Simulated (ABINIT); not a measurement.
# A GW chain in ABINIT: NaLiICl (P4/mmm), part 3 of 3

How does a plane-wave GW calculation on NaLiICl (P4/mmm) run from the first input to the gap?

ABINIT 10.8.3; PBEsol and many-body steps on it, plane waves. Known limits of the many-body steps: not at the basis limit; screening head approximate; coarse k mesh.

So far. Step 4 (Empty states on the mesh, 2×2×2 mesh, 140 bands): On this mesh the gap is 3.902 eV. Step 5 (Screening, 2×2×2 mesh, 128 bands, screening to 98 eV): Local fields lower ε∞ by 16 %. On a Γ-centred mesh this coarse the value itself is usually too large, while a short band sum pulls it down.

### Step 6. Self-energy, 2×2×2 mesh, 128 bands, screening to 98 eV

The self-energy is evaluated for the states that the input lists, and the levels follow from it, in one-shot runs by the linearised quasiparticle equation.

This step: G0W0 on PBEsol with spin-orbit coupling, plane waves, norm-conserving pseudopotentials.

run.abi reads:

```
acell 3*1.0 Angstrom
rprim 
  4.091636000000 0.000000000000 0.000000000000
  0.000000000000 4.091636000000 0.000000000000
  0.000000000000 0.000000000000 6.215344000000
ntypat 4
znucl 11 3 53 17
natom 4
typat 1 2 3 4
xred 
  0.500000000000 0.500000000000 0.500000000000
  0.000000000000 0.000000000000 0.000000000000
  0.500000000000 0.500000000000 0.000000000000
  0.000000000000 0.000000000000 0.500000000000
pp_dirpath "pseudos"
pseudos "Na.upf, Li.upf, I.upf, Cl.upf"
ecut 38
nspinor 2
ngkpt 2 2 2
nshiftk 1
shiftk 0 0 0
kptopt 1
chksymbreak 0
istwfk *1
occopt 1
irdwfk 1
optdriver 4
nband 128
gwcalctyp 0
ecutsigx 38
symsigma 0
nkptgw 2
kptgw 
  0.5000000000 0.0000000000 0.5000000000
  0.0000000000 0.0000000000 0.0000000000
bdgw 
  23 30
  23 30
ecuteps 3.6
irdscr 1
ppmodel 1
indata_prefix "in"
outdata_prefix "out"
tmpdata_prefix "tmp"
```

Launch:

```
> OMP_NUM_THREADS=1 mpirun -n 4 abinit run.abi > log
```

Numbers of over 12 decimals in the logs are rounded to 6 here.

What it wrote:

```text
.Version 10.8.3 of ABINIT. v10.8.2 released Aug 2026.

 Symmetries : space group P4/m m m (#123); Bravais tP (primitive tetrag.)
[... echo of the input left out ...]
== DATASET  1 ==================================================================
-   mpi_nproc: 4, omp_nthreads: 1 (-1 if OMP is not activated)

--- !DatasetInfo
iteration_state: {dtset: 1, }
dimensions: {natom: 4, nkpt: 6, mband: 128, nsppol: 1, nspinor: 2, nspden: 1, mpw: 7872, }
cutoff_energies: {ecut:  38.0, pawecutdg:  -1.0, }
electrons: {nelect:   2.60000000E+01, charge:   0.00000000E+00, occopt:   1.00000000E+00, tsmear:   1.00000000E-02, }

 SIGMA: Calculation of the GW corrections

 Based on a program developped by R.W. Godby, V. Olevano, G. Onida, and L. Reining.
 Incorporated in ABINIT by V. Olevano, G.-M. Rignanese, and M. Torrent.
.Using double precision arithmetic ; gwpc =  8

[... cell and pseudopotentials left out ...]
--------------------------------------------------------------------------------

 ==== K-mesh for the wavefunctions ====
 Number of points in the irreducible wedge :     6
[... list of points left out ...]
 Together with 16 symmetry operations and time-reversal symmetry
 yields     8 points in the full Brillouin Zone.

 ==== Q-mesh for screening function ====
 Number of points in the irreducible wedge :     6
[... list of points left out ...]
 Together with 16 symmetry operations and time-reversal symmetry
 yields     8 points in the full Brillouin Zone.

 vcoul_init : cutoff-mode = AUXILIARY_FUNCTION
 q-points for optical limit:   1
     1)      0.000010    0.000020    0.000030
 setmesh: FFT mesh size selected  =    45x   45x   72
          total number of points  =       145800

 Number of electrons calculated from density =   26.0000; Expected =   26.0000
 average of density, n =  0.037027
 r_s =    1.8612
 omega_plasma =   18.5616 [eV]

 === KS Band Gaps ===
  >>>> For spin  1
   Minimum direct gap =   4.0330 [eV], located at k-point      :   0.0000  0.0000  0.0000
   Fundamental gap    =   3.9018 [eV], Top of valence bands at :   0.5000  0.0000  0.5000
                                       Bottom of conduction at :   0.0000  0.0000  0.0000
 SIGMA fundamental parameters:
 PLASMON POLE MODEL  1
 number of plane-waves for SigmaX                 7837
 number of plane-waves for SigmaC and W            231
 number of plane-waves for wavefunctions          7837
 number of bands                                   128
 number of independent spin polarizations            1
 number of spinorial components                      2
 number of k-points in IBZ                           6
 number of q-points in IBZ                           6
 number of symmetry operations                      16
 number of k-points in BZ                            8
 number of q-points in BZ                            8
 number of frequencies for dSigma/dE                 9
 frequency step for dSigma/dE [eV]                0.25
 number of omega for Sigma on real axis              0
 max omega for Sigma on real axis  [eV]           0.00
 zcut for avoiding poles [eV]                     0.10

 EPSILON^-1 parameters (SCR file):
 dimension of the eps^-1 matrix on file            231
 dimension of the eps^-1 matrix used               231
 number of plane-waves for wavefunctions          7837
 number of bands                                   128
 number of q-points in IBZ                           6
 number of frequencies                               2
 number of real frequencies                          1
 number of imag frequencies                          1

 matrix elements of self-energy operator (all in [eV])

 Perturbative Calculation

--- !SelfEnergy_ee
iteration_state: {dtset: 1, }
kpoint     : [   0.500,    0.000,    0.500, ]
spin       : 1
KS_gap     :    4.561
QP_gap     :    6.377
Delta_QP_KS:    1.816
data: !SigmaeeData |
     Band     E0 <VxcDFT>   SigX SigC(E0)      Z dSigC/dE  Sig(E)    E-E0       E
       23  -0.361 -12.226 -15.434   2.124   0.808  -0.237 -13.102  -0.876  -1.237
       24  -0.361 -12.226 -15.434   2.124   0.808  -0.237 -13.102  -0.876  -1.237
       25   0.341 -11.427 -14.259   1.859   0.817  -0.225 -12.221  -0.795  -0.453
       26   0.341 -11.427 -14.259   1.859   0.817  -0.225 -12.221  -0.795  -0.453
       27   4.903  -7.164  -3.182  -2.773   0.845  -0.183  -6.143   1.022   5.924
       28   4.903  -7.164  -3.182  -2.773   0.845  -0.183  -6.143   1.022   5.924
       29   5.627  -7.526  -3.090  -2.923   0.841  -0.189  -6.254   1.272   6.899
       30   5.627  -7.526  -3.090  -2.923   0.841  -0.189  -6.254   1.272   6.899

--- !SelfEnergy_ee
iteration_state: {dtset: 1, }
kpoint     : [   0.000,    0.000,    0.000, ]
spin       : 1
KS_gap     :    4.033
QP_gap     :    6.013
Delta_QP_KS:    1.980
data: !SigmaeeData |
     Band     E0 <VxcDFT>   SigX SigC(E0)      Z dSigC/dE  Sig(E)    E-E0       E
       23   0.126 -12.358 -15.391   2.036   0.810  -0.234 -13.165  -0.807  -0.682
       24   0.126 -12.358 -15.391   2.036   0.810  -0.234 -13.165  -0.807  -0.682
       25   0.210 -11.542 -14.465   1.895   0.815  -0.228 -12.379  -0.837  -0.627
       26   0.210 -11.542 -14.465   1.895   0.815  -0.228 -12.379  -0.837  -0.627
       27   4.243  -7.876  -3.679  -2.846   0.846  -0.183  -6.734   1.143   5.386
       28   4.243  -7.876  -3.679  -2.846   0.846  -0.183  -6.734   1.143   5.386
       29   5.584  -8.166  -3.766  -2.870   0.841  -0.189  -6.879   1.287   6.871
       30   5.584  -8.166  -3.766  -2.870   0.841  -0.189  -6.879   1.287   6.871

== END DATASET(S) ==============================================================
================================================================================

 -outvars: echo values of variables after computation  --------
           etotal      0.0000000000E+00
            nband         128
             nkpt           6
          spgroup         123
 [... the other variables as echoed above ...]

 Calculation completed.
```

It took 93 s on 4 MPI ranks of AMD EPYC 7571, shared host; peak memory 1.8 GiB; 6.2 min of CPU time.

Numbers from this step:

* G0W0 gap on the points computed: 5.839 eV
* starting gap on the mesh: 3.902 eV
* k of the valence top: 0.5, 0, 0.5
* k of the conduction bottom: 0, 0, 0
* Z at the valence top: 0.817
* Z at the conduction bottom: 0.846
* least direct G0W0 gap on the computed points: 6.013 eV

The gap on the mesh goes from 3.90 eV to 5.84 eV, a correction of +1.94 eV.

Limits: finite bands, cutoff and mesh; screening head approximate; coarse k mesh. v1 is the top filled band, c1 the lowest empty one. Levels before and after the correction, in eV, zero at the valence-band top of each column:

|  | conduction bottom | valence top |
| --- | --- | --- |
| Kohn-Sham | 3.90 | 0.00 |
| G0W0 | 5.84 | 0.00 |

|  | level | energy (eV) |
| --- | --- | --- |
| Kohn-Sham | (0.5 0 0.5) v3 | -0.703 |
| Kohn-Sham | (0.5 0 0.5) v2-v1 | 0.000 |
| Kohn-Sham | (0.5 0 0.5) c1-c2 | 4.561 |
| Kohn-Sham | (0.5 0 0.5) c3 | 5.286 |
| Kohn-Sham | Γ v3 | -0.216 |
| Kohn-Sham | Γ v2-v1 | -0.131 |
| Kohn-Sham | Γ c1-c2 | 3.902 |
| Kohn-Sham | Γ c3 | 5.243 |
| G0W0 | (0.5 0 0.5) v3 | -0.784 |
| G0W0 | (0.5 0 0.5) v2-v1 | 0.000 |
| G0W0 | (0.5 0 0.5) c1-c2 | 6.377 |
| G0W0 | (0.5 0 0.5) c3 | 7.352 |
| G0W0 | Γ v3 | -0.229 |
| G0W0 | Γ v2-v1 | -0.174 |
| G0W0 | Γ c1-c2 | 5.839 |
| G0W0 | Γ c3 | 7.324 |

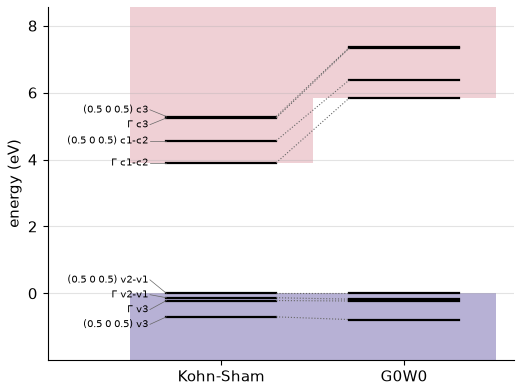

Levels before and after the correction. Shaded: valence and conduction bands.

### Step 7. Where the time went

Times are wall times on 4 MPI ranks of AMD EPYC 7571, shared host, good to a factor of about two.

| step | time | share | memory (GiB) |
| --- | --- | --- | --- |
| ground state | 7.1 min | 24 % | 0.62 |
| bands along the symmetry lines | 6.5 min | 22 % | 0.76 |
| empty states on the mesh | 9.7 min | 33 % | 0.57 |
| screening | 4.3 min | 15 % | 2.1 |
| self-energy | 93 s | 5 % | 1.8 |

### Step 8. Results

| Quantity | Value |
| --- | --- |
| PBEsol gap | 3.90 eV, indirect |
| G0W0 gap on the mesh | 5.84 eV |
| GW settings | 2×2×2 mesh, 128 bands, screening to 98 eV, Godby-Needs plasmon pole |
| known limits | not at the basis limit; screening head approximate; coarse k mesh |

In words: G0W0 moves the gap on the mesh from 3.90 eV to 5.84 eV (+1.94 eV), with Z of 0.82 and 0.85 at the edges. Local fields lower the RPA ε∞ on this mesh from 4.27 to 3.59; a Γ-centred mesh this coarse tends to raise both, most where the direct gap is narrow, while a short band sum lowers them. Only 2 of the mesh's irreducible points were corrected, so a valley elsewhere could overtake. Bands and cutoff are finite, so the gap is not at the basis limit. The miss can reach some tenths of an eV and take either sign; the mesh is an error of its own. In the G0W0 run levels were corrected at 2 k points alone, so a gap called «on the mesh» is the least over those, and an edge elsewhere would be missed. The 2×2×2 mesh is coarse for this cell, which bears on the long-range parts of exchange and screening. The long-wavelength limit of the screening leaves out the non-local commutator, which shifts ε∞.

[Paths, hosts, dates, memory and timing lines, banners, echoed tables and standing remarks are left out of the program output.]

[Logs are printed without paths, hosts, clocks, repeated set-up lines and the standing remarks that a program may print on its own settings, such as how far it seeks lower states.]

[Runs of the session that timed out or met a known fault of the program may be left out.]

[Hosts, paths, dates, database ids (printed as entryN), source tags and the programs' standing remarks are cut or masked in the printed files.]

[G0W0 gaps are taken among the corrected bands and points alone; a level outside them can change the order at an edge.]

[Where Ansatz stands beside ABINIT at settings called matched, ABINIT's density can come from a denser mesh and the files from another edition; pairs whose starting gaps differed by over 0.03 eV were left out, so agreement reads better than it is.]
